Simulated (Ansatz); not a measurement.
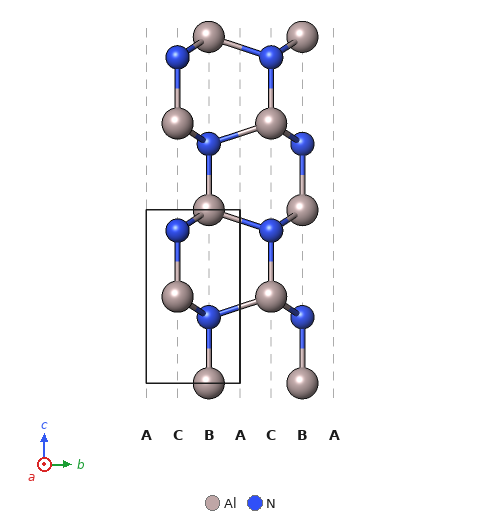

Projection along an edge of the hexagonal mesh, stacking direction c upwards. The dashed lines mark the three columns A (0, 0), B (1/3, 2/3) and C (2/3, 1/3). The sequence starts with the first layer at or above the cell's origin.

AlN: a calculation's input that goes back to an entry of the Crystallography Open Database (an earlier step may have relaxed or displaced it).

> Give the sequence of layers in one repeat, with element and column.

Al(B) – N(B) – Al(C) – N(C) (four layers in 4.98 Å).

> How are the N layers alone stacked?

N layers alone: BC, the hexagonal close-packed type.

> Which positions between or in the N layers do the other atoms fill?

Al: two tetrahedral sites in each hexagonal cell.

> What short polytype symbol fits?

Polytype symbol 2H, the symbol of a tetrahedral polytype (number of double layers in the repeat and lattice).

Heights of the layers:

| layer | atoms (column) | height (Å) | to next (Å) |
| --- | --- | --- | --- |
| 1 | Al(B) | 0.00 | 1.90 |
| 2 | N(B) | 1.90 | 0.59 |
| 3 | Al(C) | 2.49 | 1.90 |
| 4 | N(C) | 4.39 | 0.59 |
